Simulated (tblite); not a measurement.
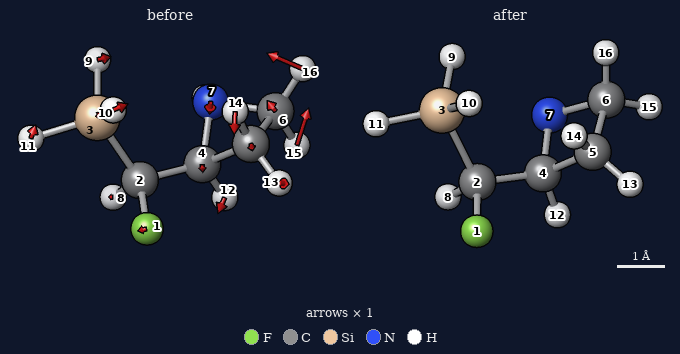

The structure of C4H10FNSi before (left) and after (right) a relaxation, at one scale. The red arrows give the displacements, at their true length.

A ball-and-stick model, seen at a tilt.

Theory: GFN2-xTB geometry optimisation, gas phase in tblite. 

### Describe what moved and what it gained.

The energy falls by 0.803 eV in 83 geometry steps. The atom that moves furthest after the best rigid fit is an H atom (0.93 Å). Largest moves by element: H 0.93 Å, N 0.36 Å, C 0.35 Å, F 0.23 Å, Si 0.19 Å. Near-neighbour distances that change, for instance: C–Si 1.838 → 1.923 Å, H–Si 1.504 → 1.465 Å, C–C 1.484 → 1.520 Å, H–N 1.046 → 1.013 Å. Among the angles between lasting bonds that change: C–C–H 117.5° → 109.8°, H–C–H 116.5° → 109.1°, H–C–H 116.8° → 109.6°. Groups turn about C–C by about 30°, C–C by about 25°, C–N by about 25°. Cost: 1.6 s on 1 thread of Intel(R) Xeon(R) Processor @ 2.50GHz (shared host).
